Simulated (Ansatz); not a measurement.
**Run report: CH3OS (charge +1), geometry relaxation (part 1 of 2)**

- system: CH3OS, charge +1
- method: RKS PBE0-D4/def2-mTZVP (Ansatz 0.2.0)

It belongs to a series of runs on one base structure; here: end point A relaxed. Figures and captions count atoms from 1; the log counts them from 0 in places.

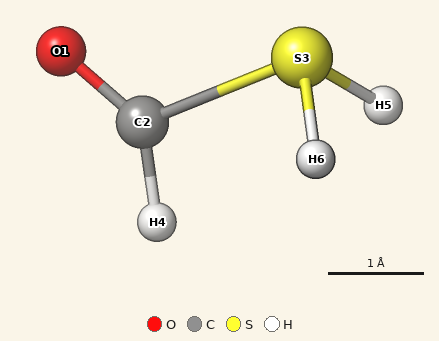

*The starting structure (ball-and-stick view, seen at a tilt; atoms are numbered from 1 in the order of the input).*

Bond lengths as drawn: C–H 1.09 Å, C–O 1.15 Å, C–S 2.03 Å and H–S 1.35 Å.

Key numbers:

```csv
quantity,value
outcome,converged
total energy,−13952.9962 eV
mean-field energy,−13952.9373 eV
largest force (length of the vector) at the end,0.018 eV/Å
hardware,"1 thread of Arm Neoverse V2, 24 GiB of memory available, shared host"
wall time,52 s
peak memory,0.14 GiB
```

The input:
```yaml
crystal:
  periodic: [false, false, false]
  atoms:
    - { symbol: O, position_ang: [-1.79105, -0.79529, -0.11462] }
    - { symbol: C, position_ang: [-0.64792, -0.70962, -0.10132] }
    - { symbol: S, position_ang: [0.15646, 1.13293, 0.19822] }
    - { symbol: H, position_ang: [0.17277, -1.41614, -0.21783] }
    - { symbol: H, position_ang: [1.01338, 1.0637, -0.84357] }
    - { symbol: H, position_ang: [1.09636, 0.72441, 1.07911] }
total_charge: 1
basis:
  gaussian: { orbitals: def2-mTZVP }
hamiltonian:
  xc: pbe0
  dispersion: d4
relax:
  f_tol: 0.015
  max_steps: 40
```

Launch command:
```bash
ansatz run input.yaml --threads 1 --pin off --max-ram 2048MiB --backend cpu --events-out ev --progress --plain --runs-dir out
```

The program's output:
```
The last accepted step is kept in [file] (removed where the run ends without a failure and the disk answers)
Engine: ansatz 0.2.0, aarch64-unknown-linux-gnu
Functional definition: PBE0
  parameter a = 0.25
  parameter kappa = 0.804
  parameter beta = 0.06672455060314922
  exchange = (1 - a)*pbe_x(kappa = kappa, mu = beta*pi^2/3) + a*exact_x
  correlation = pbe_c(beta = beta)
732 factors; integrals over basis functions are off by at most 6.6e-4 eV
mean field evaluation 1: about -13943.3187 eV, gradient 7.1e1 eV
mean field evaluation 2: about -13904.3093 eV, gradient 1.4e2 eV
mean field evaluation 4: about -13952.5854 eV, gradient 1.0e1 eV
mean field evaluation 8: about -13952.8435 eV, gradient 1.9e-1 eV
mean field -13952.84353761 eV, -512.7575424301 hartree, gradient 6.3e-5 eV, S^2 0.000000; 0 other end points of the search recorded, 0 dependent functions left out
the calculation of the forces begins
reference -13952.84355968 eV, -512.7575432411 hartree; 16, 16 occupied and 58, 58 virtual orbitals, 732 factors
relax step   1: F+E_penalty+E_count = -13952.90243685 eV  Δ(F+E_penalty+E_count) = +0.000e0 eV  max|allowed force component| = 7.263e-1 eV/Å  Δτ_max = 0.0000 Å  (24 SCF iters, accepted)
these checks for a lower state are left out or cut short: starts, cluster_reference, orbital_swaps, neighbouring_geometries, increment
732 factors; integrals over basis functions are off by at most 6.7e-4 eV
mean field evaluation 16: about -13952.8463 eV, gradient 1.9e0 eV
mean field -13952.85593295 eV, -512.7579979504 hartree, gradient 5.4e-5 eV, S^2 0.000000; 0 other end points of the search recorded, 0 dependent functions left out
[... from here on the field's lines of each further geometry are left out, up to the last ...]
relax step   2: F+E_penalty+E_count = -13952.91462254 eV  Δ(F+E_penalty+E_count) = -1.219e-2 eV  max|allowed force component| = 1.134e-1 eV/Å  Δτ_max = 0.0447 Å  (25 SCF iters, accepted)
relax step   3: F+E_penalty+E_count = -13952.91523309 eV  Δ(F+E_penalty+E_count) = -6.105e-4 eV  max|allowed force component| = 1.344e-1 eV/Å  Δτ_max = 0.0180 Å  (25 SCF iters, accepted)
relax step   4: F+E_penalty+E_count = -13952.91588161 eV  Δ(F+E_penalty+E_count) = -6.485e-4 eV  max|allowed force component| = 1.283e-1 eV/Å  Δτ_max = 0.0087 Å  (26 SCF iters, accepted)
relax step   5: F+E_penalty+E_count = -13952.91604342 eV  Δ(F+E_penalty+E_count) = -1.618e-4 eV  max|allowed force component| = 6.325e-2 eV/Å  Δτ_max = 0.0038 Å  (23 SCF iters, accepted)
relax step   6: F+E_penalty+E_count = -13952.91612592 eV  Δ(F+E_penalty+E_count) = -8.250e-5 eV  max|allowed force component| = 3.317e-2 eV/Å  Δτ_max = 0.0018 Å  (22 SCF iters, accepted)
relax step   7: F+E_penalty+E_count = -13952.91619079 eV  Δ(F+E_penalty+E_count) = -6.488e-5 eV  max|allowed force component| = 3.308e-2 eV/Å  Δτ_max = 0.0020 Å  (23 SCF iters, accepted)
relax step   8: F+E_penalty+E_count = -13952.91621970 eV  Δ(F+E_penalty+E_count) = -2.890e-5 eV  max|allowed force component| = 3.234e-2 eV/Å  Δτ_max = 0.0014 Å  (20 SCF iters, accepted)
relax step   9: F+E_penalty+E_count = -13952.91624652 eV  Δ(F+E_penalty+E_count) = -2.683e-5 eV  max|allowed force component| = 1.558e-2 eV/Å  Δτ_max = 0.0021 Å  (22 SCF iters, accepted)
relax step  10: F+E_penalty+E_count = -13952.91628899 eV  Δ(F+E_penalty+E_count) = -4.247e-5 eV  max|allowed force component| = 1.525e-2 eV/Å  Δτ_max = 0.0046 Å  (24 SCF iters, accepted)
relax step  11: F+E_penalty+E_count = -13952.91640061 eV  Δ(F+E_penalty+E_count) = -1.116e-4 eV  max|allowed force component| = 1.737e-1 eV/Å  Δτ_max = 0.0208 Å  (25 SCF iters, accepted)
relax step  12: F+E_penalty+E_count = -13952.91891425 eV  Δ(F+E_penalty+E_count) = -2.514e-3 eV  max|allowed force component| = 9.903e-2 eV/Å  Δτ_max = 0.0975 Å  (28 SCF iters, accepted)
relax step  13: F+E_penalty+E_count = -13952.89933337 eV  Δ(F+E_penalty+E_count) = +1.958e-2 eV  max|allowed force component| = 1.783e0 eV/Å  Δτ_max = 0.1638 Å  (29 SCF iters, rejected (line search))
relax step  14: F+E_penalty+E_count = -13952.92297002 eV  Δ(F+E_penalty+E_count) = -4.056e-3 eV  max|allowed force component| = 1.008e-1 eV/Å  Δτ_max = 0.0819 Å  (28 SCF iters, accepted)
relax step  15: F+E_penalty+E_count = -13952.91830017 eV  Δ(F+E_penalty+E_count) = +4.670e-3 eV  max|allowed force component| = 9.977e-1 eV/Å  Δτ_max = 0.0976 Å  (28 SCF iters, rejected (line search))
relax step  16: F+E_penalty+E_count = -13952.92649004 eV  Δ(F+E_penalty+E_count) = -3.520e-3 eV  max|allowed force component| = 1.958e-1 eV/Å  Δτ_max = 0.0488 Å  (25 SCF iters, accepted)
relax step  17: F+E_penalty+E_count = -13952.92974319 eV  Δ(F+E_penalty+E_count) = -3.253e-3 eV  max|allowed force component| = 4.256e-1 eV/Å  Δτ_max = 0.0499 Å  (25 SCF iters, accepted)
relax step  18: F+E_penalty+E_count = -13952.93630053 eV  Δ(F+E_penalty+E_count) = -6.557e-3 eV  max|allowed force component| = 4.104e-1 eV/Å  Δτ_max = 0.0750 Å  (28 SCF iters, accepted)
relax step  19: F+E_penalty+E_count = -13952.94660183 eV  Δ(F+E_penalty+E_count) = -1.030e-2 eV  max|allowed force component| = 1.820e-1 eV/Å  Δτ_max = 0.1125 Å  (27 SCF iters, accepted)
relax step  20: F+E_penalty+E_count = -13952.95833524 eV  Δ(F+E_penalty+E_count) = -1.173e-2 eV  max|allowed force component| = 3.154e-1 eV/Å  Δτ_max = 0.1178 Å  (28 SCF iters, accepted)
relax step  21: F+E_penalty+E_count = -13952.97102325 eV  Δ(F+E_penalty+E_count) = -1.269e-2 eV  max|allowed force component| = 1.279e-1 eV/Å  Δτ_max = 0.1229 Å  (27 SCF iters, accepted)
relax step  22: F+E_penalty+E_count = -13952.98438163 eV  Δ(F+E_penalty+E_count) = -1.336e-2 eV  max|allowed force component| = 1.711e-1 eV/Å  Δτ_max = 0.1758 Å  (29 SCF iters, accepted)
relax step  23: F+E_penalty+E_count = -13952.94533087 eV  Δ(F+E_penalty+E_count) = +3.905e-2 eV  max|allowed force component| = 9.981e-1 eV/Å  Δτ_max = 0.1971 Å  (29 SCF iters, rejected (line search))
relax step  24: F+E_penalty+E_count = -13952.99158726 eV  Δ(F+E_penalty+E_count) = -7.206e-3 eV  max|allowed force component| = 7.962e-2 eV/Å  Δτ_max = 0.0986 Å  (29 SCF iters, accepted)
relax step  25: F+E_penalty+E_count = -13952.99425271 eV  Δ(F+E_penalty+E_count) = -2.665e-3 eV  max|allowed force component| = 1.169e-1 eV/Å  Δτ_max = 0.0573 Å  (28 SCF iters, accepted)
relax step  26: F+E_penalty+E_count = -13952.99564248 eV  Δ(F+E_penalty+E_count) = -1.390e-3 eV  max|allowed force component| = 2.863e-2 eV/Å  Δτ_max = 0.0483 Å  (25 SCF iters, accepted)
relax step  27: F+E_penalty+E_count = -13952.99581373 eV  Δ(F+E_penalty+E_count) = -1.713e-4 eV  max|allowed force component| = 1.523e-1 eV/Å  Δτ_max = 0.0498 Å  (25 SCF iters, accepted)
relax step  28: F+E_penalty+E_count = -13952.99413903 eV  Δ(F+E_penalty+E_count) = +1.675e-3 eV  max|allowed force component| = 2.783e-1 eV/Å  Δτ_max = 0.0152 Å  (24 SCF iters, rejected (line search))
the calculation of the forces begins
reference -13952.93731568 eV, -512.7609887107 hartree; 16, 16 occupied and 58, 58 virtual orbitals, 732 factors
relax step  29: F+E_penalty+E_count = -13952.99619131 eV  Δ(F+E_penalty+E_count) = -3.776e-4 eV  max|allowed force component| = 1.268e-2 eV/Å  Δτ_max = 0.0075 Å  (25 SCF iters, accepted)
732 factors; integrals over basis functions are off by at most 7.4e-4 eV
mean field evaluation 192: about -13952.9373 eV, gradient 5.5e-2 eV
```

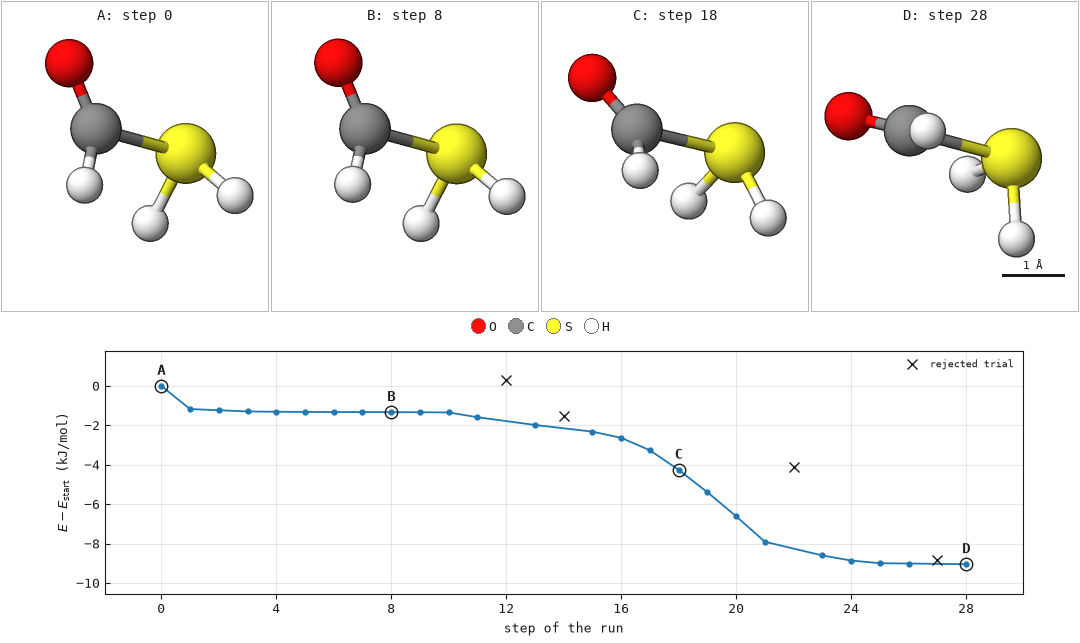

*Frames of the relaxation (ball-and-stick view, seen at a tilt) above the curves, on which the letters mark them (the first geometry is step 0 here and step 1 in the log).*

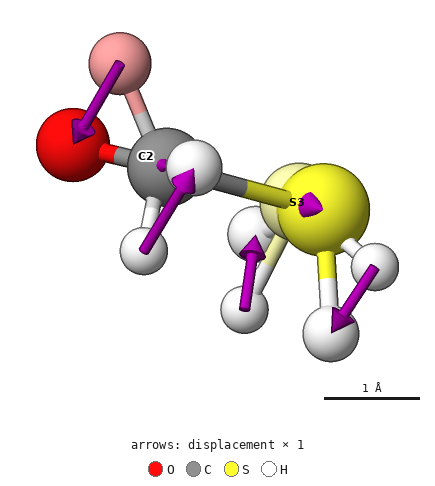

*Start (faint) and end (solid) with the displacements as pink arrows, at true length (ball-and-stick view, seen at a tilt). The two geometries are laid on each other by the best rigid fit.*

H4 moves most after the best rigid fit: 1.17 Å. By element the largest moves are H 1.17 Å, O 1.11 Å, S 0.42 Å, C 0.10 Å. Distances before and after: C2–S3 2.033 → 2.043 Å, O1–C2 1.146 → 1.154 Å, S3–H5 1.351 → 1.358 Å, C2–H4 1.089 → 1.096 Å. The energy falls by 9.05 kJ/mol in 28 geometry steps. The largest force component goes from 0.73 to 0.013 eV/Å. The line search rejected the trial steps at points 12, 14, 22, 27 (counted from 0) and went back. (Atoms are counted from 1 in the order of the input.)

```
mean field -13952.93729327 eV, -512.7609878871 hartree, gradient 5.8e-5 eV, S^2 0.000000; 1 other end points of the search recorded, 0 dependent functions left out
the calculation of the forces begins
reference -13952.93731568 eV, -512.7609887107 hartree; 16, 16 occupied and 58, 58 virtual orbitals, 732 factors
Total energy: -13952.99621372 eV, -512.7631531738 hartree
Atom 0 at    -1.194630    -0.747747    -1.002484 Å, force     0.003389    -0.002053     0.005722 eV/Å
Atom 1 at    -0.583586    -0.763094    -0.023181 Å, force    -0.011383    -0.008994    -0.010624 eV/Å
Atom 2 at     0.333419     0.963896     0.568954 Å, force     0.012678     0.011651    -0.001909 eV/Å
Atom 3 at    -0.392040    -1.530376     0.735898 Å, force    -0.001222    -0.001607    -0.000039 eV/Å
Atom 4 at     0.231167     1.551228    -0.651567 Å, force    -0.000544    -0.002935     0.005305 eV/Å
Atom 5 at     1.605670     0.526084     0.372370 Å, force    -0.002918     0.003938     0.001544 eV/Å
Dipole moment:     0.538273     0.029672     0.272165 e Å
```

Trajectory as extended XYZ (Å, eV, eV/Å), 29 frames, from step=1 to step=29:
```
6
Properties=species:S:1:pos:R:3:forces:R:3 step=1 energy=-13952.90244
O    -1.7911   -0.7953   -0.1146   -0.7263  -0.0883  -0.0160
C    -0.6479   -0.7096   -0.1013    0.5961   0.0593   0.0115
S     0.1565    1.1329    0.1982   -0.1523   0.3249   0.0782
H     0.1728   -1.4161   -0.2178    0.0552  -0.2844  -0.0444
H     1.0134    1.0637   -0.8436    0.1119   0.0275  -0.2055
H     1.0964    0.7244    1.0791    0.1155  -0.0390   0.1762
6
Properties=species:S:1:pos:R:3:forces:R:3 step=2 energy=-13952.91462
O    -1.7967   -0.7894   -0.1160    0.0378  -0.0442  -0.0140
C    -0.6458   -0.7240   -0.1038   -0.1028   0.0040   0.0106
S     0.1625    1.1355    0.1992   -0.0608   0.1134   0.0299
H     0.1575   -1.4581   -0.2200    0.0066  -0.0639  -0.0126
H     1.0178    1.0920   -0.8526    0.0579   0.0017  -0.0504
H     1.1046    0.7440    1.0932    0.0612  -0.0110   0.0366
6
Properties=species:S:1:pos:R:3:forces:R:3 step=3 energy=-13952.91523
O    -1.8017   -0.7942   -0.1246    0.1064   0.0047   0.0498
C    -0.6510   -0.7313   -0.0967   -0.1020  -0.0359  -0.1344
S     0.1644    1.1377    0.2024    0.0157   0.0506   0.0381
H     0.1499   -1.4689   -0.2237   -0.0071  -0.0026   0.0519
H     1.0218    1.0994   -0.8518   -0.0099  -0.0122  -0.0079
H     1.1167    0.7573    1.0944   -0.0031  -0.0047   0.0024
6
Properties=species:S:1:pos:R:3:forces:R:3 step=4 energy=-13952.91588
O    -1.8025   -0.7962   -0.1198    0.1283   0.0246  -0.0094
C    -0.6516   -0.7314   -0.1054   -0.1182  -0.0675   0.0134
S     0.1651    1.1400    0.2008    0.0312   0.0206   0.0103
H     0.1481   -1.4736   -0.2169   -0.0067   0.0317  -0.0042
H     1.0250    1.1073   -0.8522   -0.0159  -0.0093   0.0031
H     1.1158    0.7540    1.0934   -0.0188  -0.0002  -0.0132
6
Properties=species:S:1:pos:R:3:forces:R:3 step=5 energy=-13952.91604
O    -1.8017   -0.7959   -0.1207    0.0602   0.0154  -0.0012
C    -0.6514   -0.7307   -0.1039   -0.0633  -0.0485  -0.0071
S     0.1649    1.1402    0.2013    0.0177   0.0294   0.0144
H     0.1494   -1.4704   -0.2177    0.0010   0.0113   0.0025
H     1.0235    1.1038   -0.8519   -0.0078  -0.0061  -0.0065
H     1.1153    0.7530    1.0930   -0.0079  -0.0016  -0.0022
```
